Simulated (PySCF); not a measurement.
**SiH4S (SMILES [SiH3]S): BCCD(T)/STO-6G**

What is the energy change on altering one bond length of SiH4S at BCCD(T)/STO-6G? 

The results are computed with PySCF 2.14.0.

6 further runs of the same task are left out: 6 set aside as unsound or not needed.

## 1. Starting point

SiH4S: 6 atoms, total charge 0, spin state singlet. As SMILES, `[SiH3]S`. The coordinates come from a PBE0-D4/def2-TZVP relaxation.

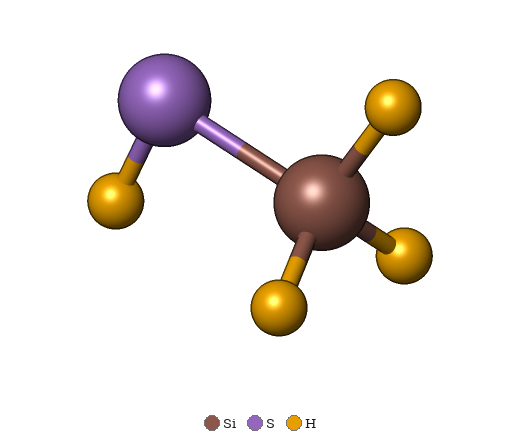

The structure, seen from a chosen angle (silicon brown, sulfur purple, hydrogen amber).

## 2. A single-point energy at BCCD(T)/STO-6G

calc.py

```python
from pyscf import gto, cc
from pyscf.cc.bccd import bccd_kernel_

mol = gto.Mole()
mol.atom = '''
Si    -0.169800    -0.263400    -0.436000
S      0.907300    -0.012600     1.392800
H     -1.629800    -0.074300    -0.241600
H      0.108600    -1.658300    -0.852500
H      0.299800     0.681200    -1.481100
H      0.526100     1.263300     1.572300
'''
mol.spin = 0
mol.charge = 0
mol.max_memory = 1860
mol.verbose = 4
mol.basis = 'sto-6g'
mol.build()

myscf = mol.RHF()
myscf.conv_tol = 1e-10
myscf.kernel()
if not myscf.converged:
    myscf = myscf.newton().run(myscf.mo_coeff, myscf.mo_occ)

mycc = cc.CCSD(myscf, frozen=10).run()
mycc = bccd_kernel_(mycc, diis=True)
e_t = mycc.ccsd_t()
e_final = mycc.e_tot + e_t
print('Final energy', e_final)
```

On the command line:

```
$ OMP_NUM_THREADS=1 python calc.py
```

The log of the run:

```text
PySCF version 2.14.0

[INPUT] num. atoms = 6
[INPUT] num. electrons = 34
[INPUT] charge = 0
[INPUT] spin (= nelec alpha-beta = 2S) = 0
[INPUT] symmetry False subgroup None
[INPUT] Mole.unit = angstrom
[INPUT] Symbol           X                Y                Z      unit          X                Y                Z       unit  Magmom
[INPUT]  1 Si    -0.169800000000  -0.263400000000  -0.436000000000 AA   -0.320875495951  -0.497753861210  -0.823920590310 Bohr   0.0
[INPUT]  2 S      0.907300000000  -0.012600000000   1.392800000000 AA    1.714548512818  -0.023810549170   2.632010546294 Bohr   0.0
[INPUT]  3 H     -1.629800000000  -0.074300000000  -0.241600000000 AA   -3.079875637816  -0.140406651055  -0.456557831695 Bohr   0.0
[INPUT]  4 H      0.108600000000  -1.658300000000  -0.852500000000 AA    0.205224257128  -3.133732832366  -1.610991521192 Bohr   0.0
[INPUT]  5 H      0.299800000000   0.681200000000  -1.481100000000 AA    0.566539892145   1.287281436054  -2.798873363093 Bohr   0.0
[INPUT]  6 H      0.526100000000   1.263300000000   1.572300000000 AA    0.994184914134   2.387291013163   2.971216385654 Bohr   0.0

nuclear repulsion = 89.2386347018964
number of shells = 14
number of NR pGTOs = 132
number of NR cGTOs = 22
basis = sto-6g
ecp = {}

******** <class 'pyscf.scf.hf.RHF'> ********
method = RHF
initial guess = minao
damping factor = 0
level_shift factor = 0
DIIS = <class 'pyscf.scf.diis.CDIIS'>
diis_start_cycle = 1
diis_space = 8
diis_damp = 0
SCF conv_tol = 1e-10
SCF conv_tol_grad = None
SCF max_cycles = 50
direct_scf = True
direct_scf_tol = 1e-13
Set gradient conv threshold to 1e-05
Initial guess from minao.
init E= -685.865898494069
  HOMO = -0.265954406509409  LUMO = 0.24668607270967  gap/eV = 13.94966
cycle= 1 E= -686.365514912833  delta_E= -0.5  |g|= 0.259  |ddm|= 2.56
  HOMO = -0.204177523317479  LUMO = 0.402575337482628  gap/eV = 16.51059
cycle= 2 E= -686.399837885234  delta_E= -0.0343  |g|= 0.0445  |ddm|= 0.583
  HOMO = -0.262613702135135  LUMO = 0.397736044016529  gap/eV = 17.96903
cycle= 3 E= -686.400699270166  delta_E= -0.000861  |g|= 0.00928  |ddm|= 0.0873
  HOMO = -0.264551180383496  LUMO = 0.396346813654191  gap/eV = 17.98395
cycle= 4 E= -686.40076336403  delta_E= -6.41e-05  |g|= 0.00133  |ddm|= 0.0273
  HOMO = -0.264288094020523  LUMO = 0.396954372136374  gap/eV = 17.99332
cycle= 5 E= -686.400764789356  delta_E= -1.43e-06  |g|= 0.00025  |ddm|= 0.00422
  HOMO = -0.264382896300431  LUMO = 0.396942876205069  gap/eV = 17.99559
cycle= 6 E= -686.400764842161  delta_E= -5.28e-08  |g|= 2.59e-05  |ddm|= 0.000875
  HOMO = -0.264390584400673  LUMO = 0.396943210443938  gap/eV = 17.99581
cycle= 7 E= -686.400764842699  delta_E= -5.38e-10  |g|= 3.93e-06  |ddm|= 8.87e-05
  HOMO = -0.264388970286951  LUMO = 0.396943419428681  gap/eV = 17.99577
cycle= 8 E= -686.400764842713  delta_E= -1.44e-11  |g|= 4.17e-07  |ddm|= 1.52e-05
  HOMO = -0.264388884701981  LUMO = 0.396943504931552  gap/eV = 17.99577
Extra cycle  E= -686.400764842714  delta_E= -7.96e-13  |g|= 1.36e-07  |ddm|= 1.06e-06
converged SCF energy = -686.400764842714

******** <class 'pyscf.cc.ccsd.CCSD'> ********
CC2 = 0
CCSD nocc = 7, nmo = 12
frozen orbitals 10
max_cycle = 50
direct = 0
conv_tol = 1e-07
conv_tol_normt = 1e-05
diis_space = 6
diis_start_cycle = 0
diis_start_energy_diff = 1e+09
Init t2, MP2 energy = -686.465762465898  E_corr(MP2) -0.0649976231840146
Init E_corr(CCSD) = -0.0649976231840252
cycle = 1  E_corr(CCSD) = -0.0839229464257458  dE = -0.0189253232  norm(t1,t2) = 0.0474444
cycle = 2  E_corr(CCSD) = -0.0904323131485823  dE = -0.00650936672  norm(t1,t2) = 0.0174619
cycle = 3  E_corr(CCSD) = -0.0941537652654277  dE = -0.00372145212  norm(t1,t2) = 0.00677338
cycle = 4  E_corr(CCSD) = -0.0942126186853445  dE = -5.88534199e-05  norm(t1,t2) = 0.00083013
cycle = 5  E_corr(CCSD) = -0.0942066044017634  dE = 6.01428358e-06  norm(t1,t2) = 0.000321709
cycle = 6  E_corr(CCSD) = -0.0942089292849025  dE = -2.32488314e-06  norm(t1,t2) = 5.12346e-05
cycle = 7  E_corr(CCSD) = -0.0942089328867386  dE = -3.60183612e-09  norm(t1,t2) = 1.03189e-05
cycle = 8  E_corr(CCSD) = -0.0942090688129164  dE = -1.35926178e-07  norm(t1,t2) = 3.50305e-06
cycle = 9  E_corr(CCSD) = -0.0942091294208566  dE = -6.06079402e-08  norm(t1,t2) = 1.07367e-06
CCSD converged
E(CCSD) = -686.4949739721346  E_corr = -0.09420912942085659
BCCD loop starts.

******** <class 'pyscf.cc.ccsd.CCSD'> ********
CC2 = 0
CCSD nocc = 7, nmo = 12
frozen orbitals 10
max_cycle = 50
direct = 0
conv_tol = 1e-07
conv_tol_normt = 1e-05
diis_space = 6
diis_start_cycle = 0
diis_start_energy_diff = 1e+09
Init E_corr(CCSD) = -0.094091856893317
cycle = 1  E_corr(CCSD) = -0.0951413464999469  dE = -0.00104948961  norm(t1,t2) = 0.018261
cycle = 2  E_corr(CCSD) = -0.0949057092343614  dE = 0.000235637266  norm(t1,t2) = 0.0032125
cycle = 3  E_corr(CCSD) = -0.0948307788391053  dE = 7.49303953e-05  norm(t1,t2) = 0.00128005
cycle = 4  E_corr(CCSD) = -0.0947990425967722  dE = 3.17362423e-05  norm(t1,t2) = 0.000348061
cycle = 5  E_corr(CCSD) = -0.0947953869009396  dE = 3.65569583e-06  norm(t1,t2) = 8.99606e-05
cycle = 6  E_corr(CCSD) = -0.0947952202418727  dE = 1.66659067e-07  norm(t1,t2) = 1.87008e-05
cycle = 7  E_corr(CCSD) = -0.0947952779727457  dE = -5.7730873e-08  norm(t1,t2) = 5.62234e-06
CCSD converged
E(CCSD) = -686.4948981979595  E_corr = -0.09479527797274569
BCC iter:    0  E:    -686.494898197960  dE:    7.577e-05  |t1|:    2.386e-03

******** <class 'pyscf.cc.ccsd.CCSD'> ********
CC2 = 0
CCSD nocc = 7, nmo = 12
frozen orbitals 10
max_cycle = 50
direct = 0
conv_tol = 1e-07
conv_tol_normt = 1e-05
diis_space = 6
diis_start_cycle = 0
diis_start_energy_diff = 1e+09
Init E_corr(CCSD) = -0.0947384611901413
cycle = 1  E_corr(CCSD) = -0.0946511497236939  dE = 8.73114664e-05  norm(t1,t2) = 0.0021825
cycle = 2  E_corr(CCSD) = -0.094674492244054  dE = -2.33425204e-05  norm(t1,t2) = 0.000318009
cycle = 3  E_corr(CCSD) = -0.0946824053347982  dE = -7.91309074e-06  norm(t1,t2) = 8.25216e-05
cycle = 4  E_corr(CCSD) = -0.0946847404895226  dE = -2.33515472e-06  norm(t1,t2) = 1.71771e-05
cycle = 5  E_corr(CCSD) = -0.0946854004944275  dE = -6.60004905e-07  norm(t1,t2) = 5.44035e-06
cycle = 6  E_corr(CCSD) = -0.0946854489933565  dE = -4.8498929e-08  norm(t1,t2) = 1.05567e-06
CCSD converged
E(CCSD) = -686.4949060329278  E_corr = -0.09468544899335646
BCC iter:    1  E:    -686.494906032928  dE:   -7.835e-06  |t1|:    1.471e-04

******** <class 'pyscf.cc.ccsd.CCSD'> ********
CC2 = 0
CCSD nocc = 7, nmo = 12
frozen orbitals 10
max_cycle = 50
direct = 0
conv_tol = 1e-07
conv_tol_normt = 1e-05
diis_space = 6
diis_start_cycle = 0
diis_start_energy_diff = 1e+09
Init E_corr(CCSD) = -0.0946878904723199
cycle = 1  E_corr(CCSD) = -0.0946927382331859  dE = -4.84776087e-06  norm(t1,t2) = 0.000128211
cycle = 2  E_corr(CCSD) = -0.094691416618859  dE = 1.32161433e-06  norm(t1,t2) = 1.83754e-05
cycle = 3  E_corr(CCSD) = -0.0946910067122867  dE = 4.09906572e-07  norm(t1,t2) = 4.30754e-06
cycle = 4  E_corr(CCSD) = -0.0946908903810786  dE = 1.16331208e-07  norm(t1,t2) = 8.43416e-07
cycle = 5  E_corr(CCSD) = -0.0946908543221476  dE = 3.6058931e-08  norm(t1,t2) = 2.84805e-07
CCSD converged
E(CCSD) = -686.494905588088  E_corr = -0.09469085432214761
BCC iter:    2  E:    -686.494905588088  dE:    4.448e-07  |t1|:    2.532e-06
CCSD(T) correction = -0.000741922687322915
Final energy -686.4956475107755
```

It took 1.1 s on 1 thread of Arm Neoverse V2, shared host; peak memory 0.12 GiB.

## 3. The distorted shape, same level

job.py

```python
from pyscf import gto, cc
from pyscf.cc.bccd import bccd_kernel_

mol = gto.M(
    atom='''
Si   0.998245  -0.414686  -0.591526
S    2.075345  -0.163886   1.237274
H   -1.629800  -0.074300  -0.241600
H    1.276645  -1.809586  -1.008026
H    1.467845   0.529914  -1.636626
H    1.694145   1.112014   1.416774
''',
    spin=0,
    basis='sto-6g',
    verbose=4,
    max_memory=1860,
)

hf = mol.RHF()
hf.conv_tol = 1e-10
hf.kernel()
if not hf.converged:
    hf = hf.newton().run(hf.mo_coeff, hf.mo_occ)

mycc = cc.CCSD(hf, frozen=10).run()
mycc = bccd_kernel_(mycc, diis=True)
e_t = mycc.ccsd_t()
energy = mycc.e_tot + e_t
print(f'total energy: {energy:.8f} hartree')
```

On the command line:

```
$ OMP_NUM_THREADS=1 python job.py
```

The log of the run:

```text
PySCF version 2.14.0

[INPUT] num. atoms = 6
[INPUT] num. electrons = 34
[INPUT] charge = 0
[INPUT] spin (= nelec alpha-beta = 2S) = 0
[INPUT] symmetry False subgroup None
[INPUT] Mole.unit = angstrom
[INPUT] Symbol           X                Y                Z      unit          X                Y                Z       unit  Magmom
[INPUT]  1 Si     0.998245000000  -0.414686000000  -0.591526000000 AA    1.886409655216  -0.783642967691  -1.117822135559 Bohr   0.0
[INPUT]  2 S      2.075345000000  -0.163886000000   1.237274000000 AA    3.921833663985  -0.309699655650   2.338109001045 Bohr   0.0
[INPUT]  3 H     -1.629800000000  -0.074300000000  -0.241600000000 AA   -3.079875637816  -0.140406651055  -0.456557831695 Bohr   0.0
[INPUT]  4 H      1.276645000000  -1.809586000000  -1.008026000000 AA    2.412509408295  -3.419621938847  -1.904893066441 Bohr   0.0
[INPUT]  5 H      1.467845000000   0.529914000000  -1.636626000000 AA    2.773825043312   1.001392329573  -3.092774908342 Bohr   0.0
[INPUT]  6 H      1.694145000000   1.112014000000   1.416774000000 AA    3.201470065301   2.101401906682   2.677314840405 Bohr   0.0

nuclear repulsion = 86.1731181462058
number of shells = 14
number of NR pGTOs = 132
number of NR cGTOs = 22
basis = sto-6g
ecp = {}

******** <class 'pyscf.scf.hf.RHF'> ********
method = RHF
initial guess = minao
damping factor = 0
level_shift factor = 0
DIIS = <class 'pyscf.scf.diis.CDIIS'>
diis_start_cycle = 1
diis_space = 8
diis_damp = 0
SCF conv_tol = 1e-10
SCF conv_tol_grad = None
SCF max_cycles = 50
direct_scf = True
direct_scf_tol = 1e-13
Set gradient conv threshold to 1e-05
[... 1 set-up line as earlier in the session ...]
init E= -685.584237235981
  HOMO = -0.188757305635837  LUMO = -0.00426443556794642  gap/eV = 5.02031
cycle= 1 E= -686.088136108143  delta_E= -0.504  |g|= 0.313  |ddm|= 2.62
  HOMO = -0.162871385511152  LUMO = 0.133358560840637  gap/eV = 8.06083
cycle= 2 E= -686.141052880751  delta_E= -0.0529  |g|= 0.155  |ddm|= 1.07
  HOMO = -0.195655651089085  LUMO = 0.134121256773328  gap/eV = 8.97369
cycle= 3 E= -686.155359987861  delta_E= -0.0143  |g|= 0.0227  |ddm|= 0.392
  HOMO = -0.20067695497335  LUMO = 0.136710038359462  gap/eV = 9.18077
cycle= 4 E= -686.155813091534  delta_E= -0.000453  |g|= 0.00589  |ddm|= 0.0679
  HOMO = -0.203195663128901  LUMO = 0.135589088991211  gap/eV = 9.21880
cycle= 5 E= -686.155854140132  delta_E= -4.1e-05  |g|= 0.00163  |ddm|= 0.0225
  HOMO = -0.202349782066871  LUMO = 0.136000475807343  gap/eV = 9.20698
cycle= 6 E= -686.155857690647  delta_E= -3.55e-06  |g|= 0.000367  |ddm|= 0.00739
  HOMO = -0.20254402277934  LUMO = 0.136064265470597  gap/eV = 9.21400
cycle= 7 E= -686.155857912267  delta_E= -2.22e-07  |g|= 7.34e-05  |ddm|= 0.00207
  HOMO = -0.202542450769468  LUMO = 0.13603604454815  gap/eV = 9.21319
cycle= 8 E= -686.15585792038  delta_E= -8.11e-09  |g|= 1.77e-05  |ddm|= 0.000415
  HOMO = -0.202547500252347  LUMO = 0.136041698128192  gap/eV = 9.21348
cycle= 9 E= -686.155857920838  delta_E= -4.59e-10  |g|= 2.89e-06  |ddm|= 0.000104
  HOMO = -0.202547195008227  LUMO = 0.136040115110431  gap/eV = 9.21343
cycle= 10 E= -686.155857920847  delta_E= -8.87e-12  |g|= 6.02e-07  |ddm|= 1.42e-05
  HOMO = -0.202547189847263  LUMO = 0.136040182672743  gap/eV = 9.21343
Extra cycle  E= -686.155857920848  delta_E= -1.14e-12  |g|= 2.64e-07  |ddm|= 1.79e-06
converged SCF energy = -686.155857920848

******** <class 'pyscf.cc.ccsd.CCSD'> ********
CC2 = 0
CCSD nocc = 7, nmo = 12
frozen orbitals 10
max_cycle = 50
direct = 0
conv_tol = 1e-07
conv_tol_normt = 1e-05
diis_space = 6
diis_start_cycle = 0
diis_start_energy_diff = 1e+09
Init t2, MP2 energy = -686.269639662283  E_corr(MP2) -0.113781741434791
Init E_corr(CCSD) = -0.113781741434839
cycle = 1  E_corr(CCSD) = -0.152261210740016  dE = -0.0384794693  norm(t1,t2) = 0.141994
cycle = 2  E_corr(CCSD) = -0.168810086282225  dE = -0.0165488755  norm(t1,t2) = 0.0685274
cycle = 3  E_corr(CCSD) = -0.179944873435037  dE = -0.0111347872  norm(t1,t2) = 0.0297237
cycle = 4  E_corr(CCSD) = -0.180211454659116  dE = -0.000266581224  norm(t1,t2) = 0.00524099
cycle = 5  E_corr(CCSD) = -0.179982313774215  dE = 0.000229140885  norm(t1,t2) = 0.00185364
cycle = 6  E_corr(CCSD) = -0.180132318049769  dE = -0.000150004276  norm(t1,t2) = 0.000714489
cycle = 7  E_corr(CCSD) = -0.180201186425585  dE = -6.88683758e-05  norm(t1,t2) = 0.00021826
cycle = 8  E_corr(CCSD) = -0.180177445249563  dE = 2.3741176e-05  norm(t1,t2) = 0.000107961
cycle = 9  E_corr(CCSD) = -0.180179401964843  dE = -1.95671528e-06  norm(t1,t2) = 2.08276e-05
cycle = 10  E_corr(CCSD) = -0.180179859886731  dE = -4.57921888e-07  norm(t1,t2) = 1.04868e-05
cycle = 11  E_corr(CCSD) = -0.180179572998719  dE = 2.86888012e-07  norm(t1,t2) = 2.97756e-06
cycle = 12  E_corr(CCSD) = -0.180179551467301  dE = 2.15314182e-08  norm(t1,t2) = 1.64118e-06
CCSD converged
E(CCSD) = -686.3360374723156  E_corr = -0.1801795514673006
BCCD loop starts.

******** <class 'pyscf.cc.ccsd.CCSD'> ********
CC2 = 0
CCSD nocc = 7, nmo = 12
frozen orbitals 10
max_cycle = 50
direct = 0
conv_tol = 1e-07
conv_tol_normt = 1e-05
diis_space = 6
diis_start_cycle = 0
diis_start_energy_diff = 1e+09
Init E_corr(CCSD) = -0.175288175523108
cycle = 1  E_corr(CCSD) = -0.19135123496502  dE = -0.0160630594  norm(t1,t2) = 0.148321
cycle = 2  E_corr(CCSD) = -0.185970862950387  dE = 0.00538037201  norm(t1,t2) = 0.0444329
cycle = 3  E_corr(CCSD) = -0.187133622967141  dE = -0.00116276002  norm(t1,t2) = 0.0172179
cycle = 4  E_corr(CCSD) = -0.187090752133039  dE = 4.28708341e-05  norm(t1,t2) = 0.00163417
cycle = 5  E_corr(CCSD) = -0.186988508596577  dE = 0.000102243536  norm(t1,t2) = 0.00086758
cycle = 6  E_corr(CCSD) = -0.186960390449213  dE = 2.81181474e-05  norm(t1,t2) = 0.000170777
cycle = 7  E_corr(CCSD) = -0.186957252409652  dE = 3.13803956e-06  norm(t1,t2) = 6.35931e-05
cycle = 8  E_corr(CCSD) = -0.186958260843833  dE = -1.00843418e-06  norm(t1,t2) = 2.80485e-05
cycle = 9  E_corr(CCSD) = -0.186958757937638  dE = -4.97093805e-07  norm(t1,t2) = 1.02539e-05
cycle = 10  E_corr(CCSD) = -0.186958866430831  dE = -1.08493193e-07  norm(t1,t2) = 3.23536e-06
cycle = 11  E_corr(CCSD) = -0.186958865607845  dE = 8.22985569e-10  norm(t1,t2) = 1.34829e-06
CCSD converged
E(CCSD) = -686.3359857382845  E_corr = -0.1869588656078454
BCC iter:    0  E:    -686.335985738285  dE:    5.173e-05  |t1|:    4.186e-02

******** <class 'pyscf.cc.ccsd.CCSD'> ********
CC2 = 0
CCSD nocc = 7, nmo = 12
frozen orbitals 10
max_cycle = 50
direct = 0
conv_tol = 1e-07
conv_tol_normt = 1e-05
diis_space = 6
diis_start_cycle = 0
diis_start_energy_diff = 1e+09
Init E_corr(CCSD) = -0.185135143650261
cycle = 1  E_corr(CCSD) = -0.181001225359298  dE = 0.00413391829  norm(t1,t2) = 0.0528999
cycle = 2  E_corr(CCSD) = -0.183259951930694  dE = -0.00225872657  norm(t1,t2) = 0.0168079
cycle = 3  E_corr(CCSD) = -0.183013591587586  dE = 0.000246360343  norm(t1,t2) = 0.0061724
cycle = 4  E_corr(CCSD) = -0.183142532581433  dE = -0.000128940994  norm(t1,t2) = 0.000892853
cycle = 5  E_corr(CCSD) = -0.18321286293844  dE = -7.0330357e-05  norm(t1,t2) = 0.000458163
cycle = 6  E_corr(CCSD) = -0.183214796773333  dE = -1.93383489e-06  norm(t1,t2) = 3.60157e-05
cycle = 7  E_corr(CCSD) = -0.18321582065567  dE = -1.02388234e-06  norm(t1,t2) = 1.86195e-05
cycle = 8  E_corr(CCSD) = -0.183216206157846  dE = -3.85502176e-07  norm(t1,t2) = 6.18946e-06
cycle = 9  E_corr(CCSD) = -0.183216192153656  dE = 1.400419e-08  norm(t1,t2) = 2.37833e-06
CCSD converged
E(CCSD) = -686.3359973550616  E_corr = -0.1832161921536562
BCC iter:    1  E:    -686.335997355062  dE:   -1.162e-05  |t1|:    7.708e-04

******** <class 'pyscf.cc.ccsd.CCSD'> ********
CC2 = 0
CCSD nocc = 7, nmo = 12
frozen orbitals 10
max_cycle = 50
direct = 0
conv_tol = 1e-07
conv_tol_normt = 1e-05
diis_space = 6
diis_start_cycle = 0
diis_start_energy_diff = 1e+09
Init E_corr(CCSD) = -0.183224263574492
cycle = 1  E_corr(CCSD) = -0.183286450786982  dE = -6.21872125e-05  norm(t1,t2) = 0.000928035
cycle = 2  E_corr(CCSD) = -0.183256077827868  dE = 3.03729591e-05  norm(t1,t2) = 0.00028936
cycle = 3  E_corr(CCSD) = -0.183259992563393  dE = -3.91473553e-06  norm(t1,t2) = 0.000124269
cycle = 4  E_corr(CCSD) = -0.183258758172339  dE = 1.23439105e-06  norm(t1,t2) = 1.8135e-05
cycle = 5  E_corr(CCSD) = -0.183257444583993  dE = 1.31358835e-06  norm(t1,t2) = 1.13079e-05
cycle = 6  E_corr(CCSD) = -0.183257256437936  dE = 1.88146057e-07  norm(t1,t2) = 2.75234e-06
cycle = 7  E_corr(CCSD) = -0.183257291211455  dE = -3.47735194e-08  norm(t1,t2) = 9.62003e-07
CCSD converged
E(CCSD) = -686.3359980259011  E_corr = -0.1832572912114552
BCC iter:    2  E:    -686.335998025901  dE:   -6.708e-07  |t1|:    4.576e-05

******** <class 'pyscf.cc.ccsd.CCSD'> ********
CC2 = 0
CCSD nocc = 7, nmo = 12
frozen orbitals 10
max_cycle = 50
direct = 0
conv_tol = 1e-07
conv_tol_normt = 1e-05
diis_space = 6
diis_start_cycle = 0
diis_start_energy_diff = 1e+09
Init E_corr(CCSD) = -0.183257774984579
cycle = 1  E_corr(CCSD) = -0.18325853143347  dE = -7.56448891e-07  norm(t1,t2) = 4.31869e-05
cycle = 2  E_corr(CCSD) = -0.183258134744303  dE = 3.96689166e-07  norm(t1,t2) = 7.96632e-06
cycle = 3  E_corr(CCSD) = -0.183258163671391  dE = -2.89270878e-08  norm(t1,t2) = 3.93892e-06
CCSD converged
E(CCSD) = -686.3359978645275  E_corr = -0.1832581636713911
BCC iter:    3  E:    -686.335997864527  dE:    1.614e-07  |t1|:    2.298e-06
CCSD(T) correction = -0.00410110109484014
total energy: -686.34009897 hartree
```

Wall time 1.2 s (1 thread of Arm Neoverse V2, shared host); peak memory 0.12 GiB.

## 4. Outcome

At BCCD(T)/STO-6G, 10 core orbitals frozen:

| quantity | value |
| --- | --- |
| first shape: total energy | -686.49565 Eh |
| first shape: correlation energy (10 core orbitals frozen) | -94.9 mEh |
| first shape: (T) correction | -0.74 mEh |
| distorted shape: total energy | -686.34010 Eh |
| distorted shape: correlation energy (10 core orbitals frozen) | -184.2 mEh |
| distorted shape: (T) correction | -4.10 mEh |
| energy change with the Si1–H3 bond stretched from 1.485 to 2.673 Å | 4.233 eV |

In words: With the Si1–H3 bond stretched from 1.485 to 2.673 Å the energy rises by 4.23 eV (408 kJ/mol). The first shape isn't relaxed at this level, so the change isn't measured from a minimum. A restricted reference can't describe the breaking bond well at this length. The minimal basis adds a large error of its own. The triples (first shape) make up 0.8 % of the correlation energy. The triples (distorted shape) make up 2.2 % of the correlation energy.
